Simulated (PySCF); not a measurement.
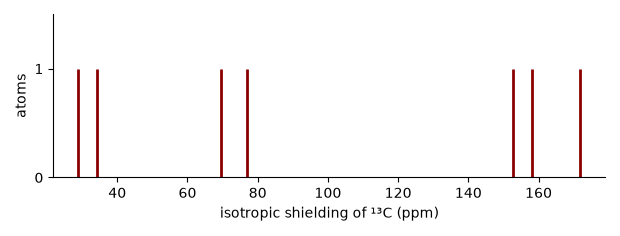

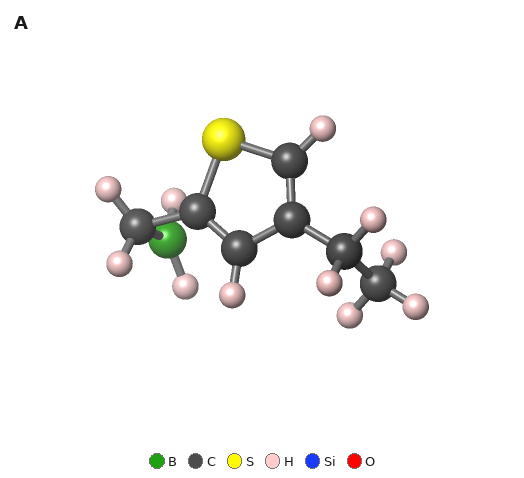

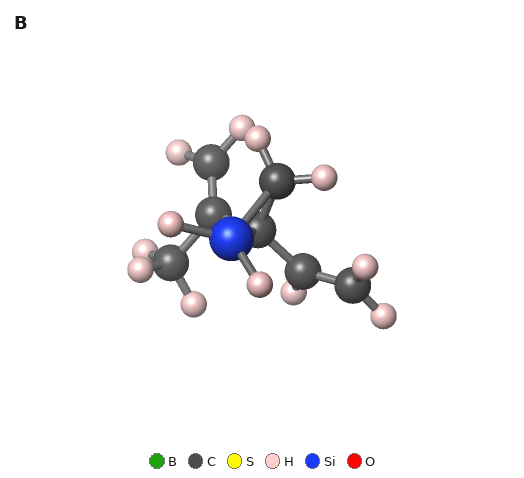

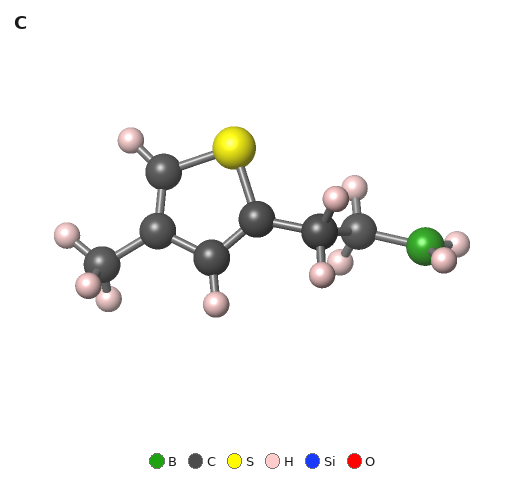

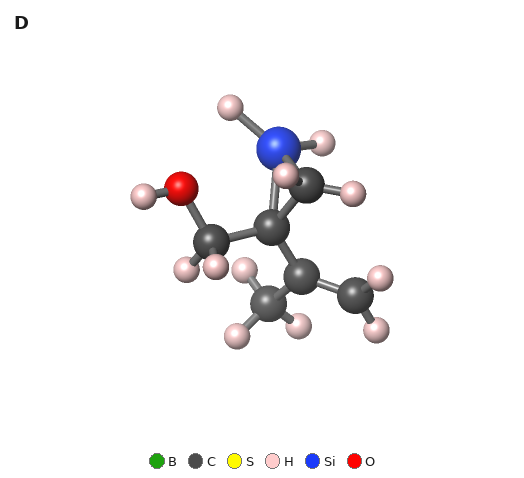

The sticks are computed shieldings of one of the molecules, for one fixed geometry (GFN2-xTB) without averaging over rotations. Low shielding means a high chemical shift. Method: GIAO PBE0/pcSseg-1 NMR shielding, non-relativistic, gas phase (PySCF 2.14.0).

### Match the spectrum to a structure.

B, `C=C[C@]1(C(=C)C)C[SiH2]1`. Its 7 C atoms give lines at 28.9, 34.3, 69.4, 77.1, 152.6, 158.1, 171.9 ppm.

The geometry is semi-empirical. Around B, Si such bond lengths and angles can be off by a tenth of an ångström or more and by several degrees, and values that hang on the shape move with them.
